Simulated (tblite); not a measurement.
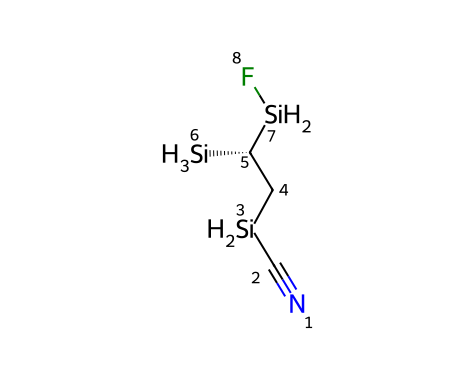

A structural formula, with wedges where it has stereocentres; small numbers name the atoms. The configuration is that of a computed structure (GFN2-xTB).

**What are the Cahn–Ingold–Prelog descriptors?**

C5: R.
